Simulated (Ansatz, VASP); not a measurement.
# CdCuCl3: VASP beside Ansatz

Wanted: the spread between two codes on one cell, functional and k mesh. The cell is invented: As first built, before any earlier steps moved the atoms (in the runner's words): it takes the CsCdCl3 structure with some of its atoms replaced by other elements, volume scaled by an estimate. It may not be a known or stable phase. The cell is taken from a series of VASP runs on this material, whose earlier steps may have relaxed, scaled or displaced it; both programs get it as it stands. Valence electrons are named where the data sets of a main pair hold unlike numbers.

Program: Ansatz 0.2.0. Level of theory: plane waves, with VASP 6.6.1 beside it; single point at r2SCAN, band structure at r2SCAN and band structure at r2SCAN, spin-orbit coupling. Results are calculated unless marked as measured.

## 1. Set-up

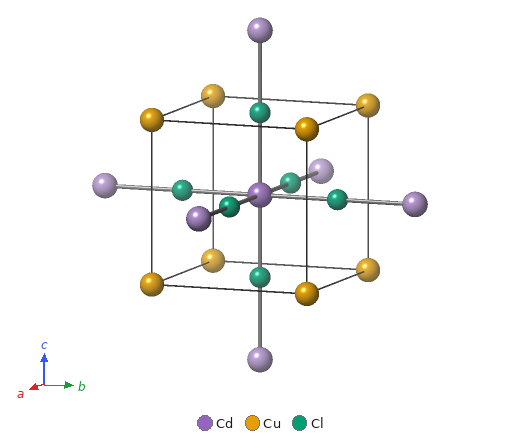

Start, viewed slightly off an axis; cadmium purple, copper orange, chlorine teal. Some periodic images of atoms are drawn too.

Structure file:

```cif
data_structure
_symmetry_space_group_name_H-M 'Pm-3m'
_symmetry_Int_Tables_number 221
_cell_length_a 5.0933
_cell_length_b 5.0933
_cell_length_c 5.0933
_cell_angle_alpha 90.000
_cell_angle_beta 90.000
_cell_angle_gamma 90.000
_cell_volume 132.13
loop_
_atom_site_label
_atom_site_type_symbol
_atom_site_symmetry_multiplicity
_atom_site_Wyckoff_symbol
_atom_site_fract_x
_atom_site_fract_y
_atom_site_fract_z
_atom_site_occupancy
Cd1 Cd 1 b 0.50000 0.50000 0.50000 1
Cu1 Cu 1 a 0.00000 0.00000 0.00000 1
Cl1 Cl 3 c 0.00000 0.50000 0.50000 1
```

## 2. VASP: single point, r2SCAN

With cell and atoms fixed, the geometry can't cause a difference; cores, projectors, grids and the points listed under the comparison can.

Lines of VASP's logs that name or quote its potential files are left out, and so is its time.

File INCAR:

```
SYSTEM = CdCuCl3
PREC = Accurate
ENCUT = 400
EDIFF = 1E-06
NELM = 100
ISMEAR = 0
SIGMA = 0.05
LREAL = .FALSE.
ALGO = Normal
METAGGA = R2SCAN
LASPH = .TRUE.
NBANDS = 28
LORBIT = 11
LWAVE = .FALSE.
LCHARG = .TRUE.
ISIF = 2
LELF = .TRUE.
LVHAR = .TRUE.
```

File POSCAR:

```
CdCuCl3
1.0
    5.0933261940      0.0000000000      0.0000000000
    0.0000000000      5.0933261940      0.0000000000
    0.0000000000      0.0000000000      5.0933261940
Cd Cu Cl
1 1 3
Direct
    0.5000000000      0.5000000000      0.5000000000
    0.0000000000      0.0000000000      0.0000000000
    0.0000000000      0.5000000000      0.5000000000
    0.5000000000      0.0000000000      0.5000000000
    0.5000000000      0.5000000000      0.0000000000
```

File KPOINTS:

```
Automatic mesh
0
Gamma
5 5 5
0 0 0
```

Potentials, in the order of the species: Cd, Cu and Cl (PBE family, release 64).

Started as:

```console
> mpirun -np 2 vasp_std
```

Numbers of over 12 decimals in the logs are rounded to 6 here.

Log:

```text
[banner, memory and clock lines left out]
running    2 mpi-ranks, on    1 nodes
 distrk:  each k-point on    2 cores,    1 groups
 distr:  one band on    1 cores,    2 groups

 POSCAR found type information on POSCAR CdCuCl
 POSCAR found :  3 types and       5 ions
|                                                                             |
|               ----> ADVICE to this user running VASP <----                  |
|                                                                             |
|     You enforced a specific xc type in the INCAR file but a different       |
|     [... a line on the potential file left out ...]
|     I HOPE YOU KNOW WHAT YOU ARE DOING!                                     |
|                                                                             |

 LDA part: xc-table for (None), standard interpolation
 POSCAR, INCAR and KPOINTS ok, starting setup
 FFT: planning ... GRIDC
 FFT: planning ... GRID_SOFT
 FFT: planning ... GRID
 WAVECAR not read
 entering main loop
       N       E                     dE             d eps       ncg     rms          rms(c)
DAV:   1     0.324798761094E+03    0.32480E+03   -0.17446E+04   560   0.130E+03
DAV:   2    -0.152401764577E+02   -0.34004E+03   -0.32537E+03   612   0.341E+02
DAV:   3    -0.609440621653E+02   -0.45704E+02   -0.44721E+02   748   0.129E+02
DAV:   4    -0.627930931462E+02   -0.18490E+01   -0.18431E+01   660   0.248E+01
DAV:   5    -0.628679434397E+02   -0.74850E-01   -0.74829E-01   812   0.539E+00    0.102E+01
DAV:   6    -0.516199708557E+02    0.11248E+02   -0.10266E+01   624   0.395E+01    0.113E+01
DAV:   7    -0.512828829195E+02    0.33709E+00   -0.15721E+00   704   0.143E+01    0.761E+00
DAV:   8    -0.512887985682E+02   -0.59156E-02   -0.30905E-01   652   0.558E+00    0.175E+00
DAV:   9    -0.512957424766E+02   -0.69439E-02   -0.23699E-02   720   0.140E+00    0.314E-01
DAV:  10    -0.512967667925E+02   -0.10243E-02   -0.73113E-03   756   0.691E-01    0.130E-01
DAV:  11    -0.512970231098E+02   -0.25632E-03   -0.33265E-04   808   0.224E-01    0.731E-02
DAV:  12    -0.512971412048E+02   -0.11810E-03   -0.34204E-04   612   0.191E-01    0.251E-02
DAV:  13    -0.512971369982E+02    0.42066E-05   -0.35787E-05   744   0.707E-02    0.534E-03
DAV:  14    -0.512971378895E+02   -0.89132E-06   -0.22667E-06   472   0.122E-02
   1 F= -.51297138E+02 E0= -.51297138E+02  d E =-.121393E-17
```

From OUTCAR (step 2):

```text
ion  position               nearest neighbor table
   1  0.500  0.500  0.500-   3 2.55   4 2.55   5 2.55   5 2.55   4 2.55   3 2.55
   2  0.000  0.000  0.000-
   3  0.000  0.500  0.500-   1 2.55   1 2.55
   4  0.500  0.000  0.500-   1 2.55   1 2.55
   5  0.500  0.500  0.000-   1 2.55   1 2.55

  LATTYP: Found a simple cubic cell.
 ALAT       =     5.0933261940

 Subroutine GETGRP returns: Found 48 space group operations
 (whereof 48 operations were pure point group operations)

The static configuration has the point symmetry O_h .

 Found     10 irreducible k-points:

   k-points           NKPTS =     10   k-points in BZ     NKDIM =     10   number of bands    NBANDS=     28

   dimension x,y,z NGX =    36 NGY =   36 NGZ =   36
   dimension x,y,z NGXF=    72 NGYF=   72 NGZF=   72

   ENCUT  =  400.0 eV  29.40 Ry    5.42 a.u.   8.31  8.31  8.31*2*pi/ulx,y,z

   NELECT =      44.0000    total number of electrons

 k-points in reciprocal lattice and weights: Automatic mesh
   0.00000000  0.00000000  0.00000000       0.008
   0.20000000  0.00000000  0.00000000       0.048
   0.40000000  0.00000000  0.00000000       0.048
   0.20000000  0.20000000  0.00000000       0.096
   0.40000000  0.20000000  0.00000000       0.192
   0.40000000  0.40000000  0.00000000       0.096
   0.20000000  0.20000000  0.20000000       0.064
   0.40000000  0.20000000  0.20000000       0.192
   0.40000000  0.40000000  0.20000000       0.192
   0.40000000  0.40000000  0.40000000       0.064

 average (electrostatic) potential at core
       1 -45.4142       2 -74.2086       3 -97.2535       4 -97.2535       5 -97.2535

 E-fermi :   0.2144

 k-point     1 :       0.0000    0.0000    0.0000
  band No.  band energies     occupation
    ...
     18      -0.2143      2.00000
     19      -0.2143      2.00000
     20      -0.1952      2.00000
     21      -0.1952      2.00000
     22      -0.1952      2.00000
     23       1.0494      0.00000
     24       2.3416      0.00000
     25       8.2179      0.00000
     26       8.2179      0.00000
     27       8.3068      0.00000
    ...

 k-point     2 :       0.2000    0.0000    0.0000
  band No.  band energies     occupation
    ...
     18      -0.2035      2.00000
     19      -0.1949      2.00000
     20      -0.1696      2.00000
     21      -0.1557      2.00000
     22      -0.1557      2.00000
     23       1.4621      0.00000
     24       3.0953      0.00000
     25       6.7869      0.00000
     26       7.7297      0.00000
     27       7.7297      0.00000
    ...

 k-point     3 :       0.4000    0.0000    0.0000
  band No.  band energies     occupation
    ...
     18      -0.1938      2.00000
     19      -0.1863      2.00000
     20      -0.1097      2.00000
     21      -0.0937      2.00000
     22      -0.0937      2.00000
     23       2.1760      0.00000
     24       4.6797      0.00000
     25       5.5296      0.00000
     26       7.2761      0.00000
     27       7.2761      0.00000
    ...

  Total       -0.0164521     -0.0164521     -0.0164521      0.0000000      0.0000000      0.0000000
  in kB       -0.1994929     -0.1994929     -0.1994929      0.0000000      0.0000000      0.0000000
  external PRESSURE =      -0.1994929 kB  Pullay stress =       0.0000000 kB

  energy-cutoff  :      400.00
  volume of cell :      132.13
      direct lattice vectors                 reciprocal lattice vectors
     5.093326194  0.000000000  0.000000000     0.196335354  0.000000000  0.000000000
     0.000000000  5.093326194  0.000000000     0.000000000  0.196335354  0.000000000
     0.000000000  0.000000000  5.093326194     0.000000000  0.000000000  0.196335354

 POSITION                                       TOTAL-FORCE (eV/Angst)
 -----------------------------------------------------------------------------------
      2.54666      2.54666      2.54666         0.000000      0.000000      0.000000
      0.00000      0.00000      0.00000         0.000000      0.000000      0.000000
      0.00000      2.54666      2.54666         0.000000      0.000000      0.000000
      2.54666      0.00000      2.54666         0.000000      0.000000      0.000000
      2.54666      2.54666      0.00000         0.000000      0.000000      0.000000
 -----------------------------------------------------------------------------------
    total drift:                                0.000000      0.000000      0.000000

  FREE ENERGIE OF THE ION-ELECTRON SYSTEM (eV)
  ---------------------------------------------------
  free  energy   TOTEN  =       -51.2971378895 eV

  energy  without entropy=      -51.2971378895  energy(sigma->0) =      -51.29713789

 total charge
# of ion       s       p       d       tot
------------------------------------------
    1        0.312   0.263   9.651  10.226
    2        0.057   0.018   9.528   9.604
    3        1.606   3.560   0.000   5.166
    4        1.606   3.560   0.000   5.166
    5        1.606   3.560   0.000   5.166
--------------------------------------------------
tot          5.188  10.963  19.179  35.329

[... 3 further parts left out ...]
```

This run has no spin polarisation, so a moment on Cu, if there is one, isn't seen. The gap is read on the k-mesh alone, so it is an upper bound where the band edges lie off the mesh.

## 3. Ansatz: single point, r2SCAN

Ansatz runs on its default PAW (the set named soft_2) files.

The same cell, functional, mesh and smearing now go to Ansatz, which takes its cutoff from its data sets.

File input.yaml:

```yaml
crystal:
  lattice:
    - [5.093326194, 0.0, 0.0]
    - [0.0, 5.093326194, 0.0]
    - [0.0, 0.0, 5.093326194]
  atoms:
    - { symbol: Cd, position: [0.5, 0.5, 0.5] }
    - { symbol: Cu, position: [0.0, 0.0, 0.0] }
    - { symbol: Cl, position: [0.0, 0.5, 0.5] }
    - { symbol: Cl, position: [0.5, 0.0, 0.5] }
    - { symbol: Cl, position: [0.5, 0.5, 0.0] }
hamiltonian:
  xc: r2scan
  pseudopotentials: { kind: paw }
kpoints:
  mp_grid: { grid: [5, 5, 5] }
scf:
  occupations: { method: gaussian, width: 0.05 }
  n_extra_bands: 5
output:
  forces: true
  stress: true
  eigenvalues: true
  write_density: true
  write_potential: true
  elf: true
  volumetric_format: npy
```

Started as:

```console
> ansatz run input.yaml --threads 2 --pin off --max-ram 4608MiB --backend cpu --events-out ev --progress --plain --runs-dir out
```

Log:

```text
scf.n_extra_bands = 5 over 30 filled bands (N_el = 60.0): the run solves 35 bands
Engine: ansatz 0.2.0, aarch64-unknown-linux-gnu
Pseudopotentials: kind: paw
Pseudopotential: Cd, paw, valence charge 20, recommended cutoff 500 eV (meta_gga), Cd.paw.azcp
Pseudopotential: Cu, paw, valence charge 19, recommended cutoff 500 eV (meta_gga), Cu.paw.azcp
Pseudopotential: Cl, paw, valence charge 7, recommended cutoff 500 eV (meta_gga), Cl.paw.azcp
Functional definition: r2SCAN
  parameter k0 = 0.174
  parameter k1 = 0.065
  parameter a1 = 4.9479
  exchange = r2scan_x(k0 = k0, k1 = k1, a1 = a1)
  correlation = r2scan_c
Crystal: 5 atoms, lattice volume = 132.131 Å³
Basis set: ecut = 500 eV, 3407 PW (Γ), exchange–correlation on 160×160×160 points (64 copies of the dense FFT grid, shifted against one another)
Bands: 35, of which v1, the nominal top of the filled ones, is band 30 counted from 1 (29 counted from 0)
Symmetry: 48 space group operations
Space group: Pm-3m (ITA 221), of the structure as read, at distance tolerance 5.1e-5 Å
k-points: 10 of 125
Non-local potential: Cd, projectors of the file, l = 0: 3, l = 1: 2, l = 2: 2, l = 3: 1
Non-local potential: Cu, projectors of the file, l = 0: 3, l = 1: 2, l = 2: 3, l = 3: 1
Non-local potential: Cl, projectors of the file, l = 0: 2, l = 1: 2, l = 2: 2
PAW form: soft (Blöchl's): semilocal exchange-correlation on the pseudo side does not see the compensation charge
PAW frozen core: Cd, regenerated for the run's functional (the file was generated under x = pbe(κ = 0.804, μ = 0.219515), c = pbe(β = 0.066725))
PAW frozen core: Cu, regenerated for the run's functional (the file was generated under x = pbe(κ = 0.804, μ = 0.219515), c = pbe(β = 0.066725))
PAW frozen core: Cl, regenerated for the run's functional (the file was generated under x = pbe(κ = 0.804, μ = 0.219515), c = pbe(β = 0.066725))
PAW one-centre angular grid: Cd, 590 points (default); XC on 160 Gauss nodes
PAW one-centre angular grid: Cu, 590 points (default); XC on 160 Gauss nodes
PAW one-centre angular grid: Cl, 302 points (default); XC on 160 Gauss nodes
Initial density: superposition of atomic densities (neutral atoms: chi_scale 0, normalization atom), corrected by the library's trained network
Initial wavefunctions: pseudopotential atomic-orbital guess
Functional: x = r2scan, c = r2scan; τ floored in thin density (d = 2e-4 eV/Å³)
SCF iter   1: F=—  HF=-18152.356326 eV  |F-HF|=—  |Δ(HF+E_count)|=         —  Δρ=1.47e-2  dr2=1.56e-1  dr2_τ=2.22e-2  ethr=1.77e-3  ⟨swp⟩=6.7  Hψ=1449  notcnv=0
preconditioner: auto → Resta (q_TF=auto, 2.392 Å⁻¹)  ε∞=5.4  [insulator: Δε(μ)=1.555 eV  Ē_g=10.168 eV  σ=0.050 eV  W_gap=1.00  n_scr=26 (ndim 8)  ℏωp=21.4 eV  f_vac=0.088  D(μ)=0.00/eV (n_scr^D=0)  ε∞_Penn≈5.4]
SCF iter   2: F=—  HF=-18152.358785 eV  |F-HF|=—  |Δ(HF+E_count)|=   2.46e-3  Δρ=4.37e-3  dr2=1.19e-2  dr2_τ=2.53e-3  ethr=2.61e-4  ⟨swp⟩=3.0  Hψ=790  notcnv=0  defer=10
SCF iter   3: F=—  HF=-18152.350591 eV  |F-HF|=—  |Δ(HF+E_count)|=   8.19e-3  Δρ=3.83e-3  dr2=1.18e-2  dr2_τ=3.56e-4  ethr=1.99e-5  ⟨swp⟩=2.0  Hψ=680  notcnv=0  defer=10
SCF iter   4: F=—  HF=-18152.349326 eV  |F-HF|=—  |Δ(HF+E_count)|=   1.26e-3  Δρ=1.31e-3  dr2=1.64e-3  dr2_τ=8.24e-5  ethr=1.97e-5  ⟨swp⟩=2.0  Hψ=478  notcnv=0  defer=10
SCF iter   5: F=—  HF=-18152.349284 eV  |F-HF|=—  |Δ(HF+E_count)|=   4.22e-5  Δρ=3.22e-4  dr2=1.36e-4  dr2_τ=8.24e-6  ethr=2.73e-6  ⟨swp⟩=2.0  Hψ=390  notcnv=0  defer=10
SCF iter   6: F=—  HF=-18152.349285 eV  |F-HF|=—  |Δ(HF+E_count)|=   1.16e-6  Δρ=9.19e-5  dr2=1.02e-5  dr2_τ=2.45e-7  ethr=2.27e-7  ⟨swp⟩=2.8  Hψ=569  notcnv=0  defer=10
SCF iter   7: F=—  HF=-18152.349298 eV  |F-HF|=—  |Δ(HF+E_count)|=   1.30e-5  Δρ=1.89e-5  dr2=6.21e-7  dr2_τ=3.13e-8  ethr=1.70e-8  ⟨swp⟩=2.0  Hψ=409  notcnv=0  defer=10
SCF iter   8: F=-18152.349298 eV  HF=-18152.349298 eV  |F-HF|=7.13e-10  |Δ(HF+E_count)|=   6.65e-8  Δρ=6.65e-6  dr2=5.35e-8  dr2_τ=4.11e-9  ethr=1.67e-10  ⟨swp⟩=13.5  Hψ=2469  notcnv=0
SCF 1 converged in 8 iterations: F = -18152.349298 eV  dr2 = 5.35e-8
  greatest PAW one-centre occupation: 1.002 electrons in one spin orbital (limit 2), on the Cd atom at site 0 (counted from 0), in its partial waves of l = 1
SCF converged after 8 iterations
Free energy (F): -18152.349298 eV
Harris-Foulkes:  -18152.349298 eV  (|F-HF|=7.13e-10)
Internal energy: -18152.349298 eV  (E = F + TS)
E sigma→0 (E₀):  -18152.349298 eV
Fermi energy:    3.894214 eV
--- Per-component energies (eV) ---
  E_band       = -1229.064914
  E_kinetic    = 1287.754885
  E_local      = -10948.822282  (includes V_loc(G=0)·N_el)
  E_nonlocal   = 552.637291
  E_hartree    = 4848.020695
  E_xc         = -556.698321
  E_vxc        = -762.058018  (∫ρ·V_xc dr)
  E_paw        = -7817.564939  (= ΣΔE_a)
  E_vpaw       = -1100.546304  (= ΣTr[D̂ρ^β])
  E_aug_tail   = 0.000265  (compensation charges beyond the density's cutoff)
  E_vtau       = 45.922084  (kinetic-family band-sum trace: ∫τ·v_τ [+ j·A + Jᵃ·Aᵃ] dr)
  E_ewald      = -5516.401793
  E_core_change = -1.275099  (= ΣΔE_core)
  E_smearing   = -0.000000  (= −TS)
  E_closure    = -0.000000  (closes the sum)
  Σ components = -18152.349298   (vs F -18152.349298, Δ=0.00e0)
--- Forces (eV/Å), atoms counted from 1 ---
  atom   1  Cd     0.00000000    -0.00000000    -0.00000000
  atom   2  Cu    -0.00000000     0.00000000     0.00000000
  atom   3  Cl     0.00000000    -0.00000000     0.00000000
  atom   4  Cl     0.00000000    -0.00000000     0.00000000
  atom   5  Cl     0.00000000    -0.00000000     0.00000000
  max |Σ_I F_I| component: 5.88e-29 eV/Å
--- Stress (GPa, compression-positive) ---
        0.118950       0.000000       0.000000
       -0.000000       0.118950       0.000000
       -0.000000       0.000000       0.118950
  P = ⅓ Tr σ = 0.1190 GPa (1.190 kbar)
--- Band table (eV; the first three rows and the last of 10) ---
  k-point 0: bands = [... 26 lower, 3.1636, 3.1817, 3.1817, 3.1817, 4.4923, 5.7697, 11.6561, 11.6561, ... 1 higher]
  k-point 1: bands = [... 26 lower, 3.1822, 3.2088, 3.2216, 3.2216, 4.9043, 6.5180, 10.2068, 11.1524, ... 1 higher]
  k-point 2: bands = [... 26 lower, 3.1912, 3.2685, 3.2836, 3.2836, 5.6206, 8.0975, 8.9496, 10.6966, ... 1 higher]
  k-point 9: bands = [... 26 lower, 3.1980, 3.1980, 3.2381, 3.2381, 5.0771, 9.7843, 10.5431, 10.6284, ... 1 higher]
```

Elapsed: 4.8 s, on 2 threads of Arm Neoverse V2, shared host; peak memory 0.67 GiB; 8.6 s of CPU time.

The run ends at a pressure of 0.12 GPa.

## 4. Differences

Known differences besides the potentials themselves: VASP keeps PBE cores, Ansatz makes them for the functional; the data sets hold 60 valence electrons in Ansatz (on its default PAW (the set named soft_2) files) and 44 in VASP; the cutoff is 500 eV in Ansatz and 400 eV in VASP. Total energies have different zeros and are not compared.

The two programs side by side:

```csv
quantity,Ansatz,VASP,difference
pressure (GPa),0.12,-0.02,+0.14
gap on the k mesh (eV),1.202,1.137,+0.065
```

A gap on the mesh is an upper bound, since the band edges may lie between its points. Ansatz's pressure holds a Pulay correction of 0.04 GPa; VASP's holds none.

## 5. Ansatz: band structure, r2SCAN

Levels along a path test the potential and the projectors away from the mesh points.

The cell is taken from a series of VASP runs on this material, whose earlier steps may have relaxed, scaled or displaced it; both programs get it as it stands.

input.yaml, the sections that differ from step 3:

```yaml
kpoints:
  mp_grid: { grid: [5, 5, 5] }
  band_path:
    path:
      - [0.0, 0.0, 0.0]
      - [0.0, 0.1, 0.0]
      - [0.0, 0.2, 0.0]
      - [0.0, 0.3, 0.0]
      - [0.0, 0.43333, 0.0]
      - [0.0, 0.5, 0.0]
      - [0.1, 0.5, 0.0]
      - [0.2, 0.5, 0.0]
      - [0.33333, 0.5, 0.0]
      - [0.43333, 0.5, 0.0]
      - [0.46667, 0.5, 0.0]
      - [0.5, 0.5, 0.0]
      - [0.36667, 0.36667, 0.0]
      - [0.26667, 0.26667, 0.0]
      - [0.16667, 0.16667, 0.0]
      - [0.06667, 0.06667, 0.0]
      - [0.03333, 0.03333, 0.03333]
      - [0.13333, 0.13333, 0.13333]
      - [0.23333, 0.23333, 0.23333]
      - [0.33333, 0.33333, 0.33333]
      - [0.46667, 0.46667, 0.46667]
      - [0.46667, 0.5, 0.46667]
      - [0.36667, 0.5, 0.36667]
      - [0.23333, 0.5, 0.23333]
      - [0.13333, 0.5, 0.13333]
      - [0.03333, 0.5, 0.03333]
      - [0.5, 0.5, 0.03333]
      - [0.5, 0.5, 0.16667]
      - [0.5, 0.5, 0.26667]
      - [0.5, 0.5, 0.36667]
      - [0.5, 0.5, 0.5]
    npoints: 1
scf:
  occupations: { method: gaussian, width: 0.05 }
  n_extra_bands: 8
output:
  forces: true
  stress: true
  eigenvalues: true
# crystal, hamiltonian: as in step 3
```

Log:

```text
[...]
Crystal: 5 atoms, lattice volume = 132.131 Å³
Basis set: ecut = 500 eV, 3407 PW (Γ), exchange–correlation on 160×160×160 points (64 copies of the dense FFT grid, shifted against one another)
Bands: 38, of which v1, the nominal top of the filled ones, is band 30 counted from 1 (29 counted from 0)
Symmetry: 48 space group operations
[...]
k-points: 10 of 125
[...]
k-point 0: bands = [... 26 lower, 3.1635, 3.1816, 3.1816, 3.1816, 4.4923, 5.7697, 11.6561, 11.6561, ... 4 higher]
  k-point 1: bands = [... 26 lower, 3.1822, 3.2087, 3.2215, 3.2215, 4.9042, 6.5180, 10.2068, 11.1523, ... 4 higher]
  k-point 2: bands = [... 26 lower, 3.1911, 3.2685, 3.2836, 3.2836, 5.6205, 8.0975, 8.9496, 10.6965, ... 4 higher]
  k-point 9: bands = [... 26 lower, 3.1980, 3.1980, 3.2380, 3.2380, 5.0771, 9.7843, 10.5431, 10.6284, ... 4 higher]
[key lines of the parts left out:]
SCF converged after 8 iterations
Free energy (F): -18152.349298 eV
Fermi energy:    3.894161 eV
P = ⅓ Tr σ = 0.1190 GPa (1.190 kbar)
```

Elapsed: 6.4 s, on 2 threads; peak memory 0.68 GiB; 13 s of CPU time.

(Continued in part 2 of 2.)

[Lines on the potential files, build, host, timing and source positions are cut from VASP's logs without a mark.]

[Logs are printed without paths, hosts, clocks, repeated set-up lines and the standing remarks that a program may print on its own settings, such as how far it seeks lower states.]

[Hosts, paths, dates, database ids (printed as entryN), source tags and the programs' standing remarks are cut or masked in the printed files.]
